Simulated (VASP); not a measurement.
Here is the system:

```xyz
3
Lattice="0.0000 2.6981 2.6981 2.6981 0.0000 2.6981 2.6981 2.6981 0.0000" Properties=species:S:1:pos:R:3 pbc="T T T"
Si     1.3491     1.3491     1.3491
Si     4.0472     4.0472     4.0472
Ni     0.0000     0.0000     0.0000
```

Calculation: PBEsol GGA, VASP's PBE PAW potentials (set 64) (plane waves; VASP). Settings: 400 eV cut-off, 11×11×11 Γ-centred mesh, tetrahedra with Blöchl corrections, potentials Si Ni.

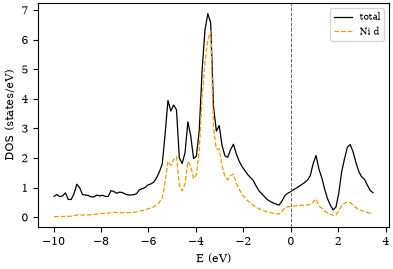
*Total and projected density of states, zero at the Fermi level*

Within 2 eV below the Fermi level the largest weight inside VASP's projection spheres is Ni d, then Si p.

It has no gap at this level: it comes out as a metal or semimetal.

The structure comes from a measured Si2Ni entry (Fm-3m) of the Crystallography Open Database, whose conditions weren't checked. It was relaxed first. The run is not spin-polarised, so no magnetic state was tried.
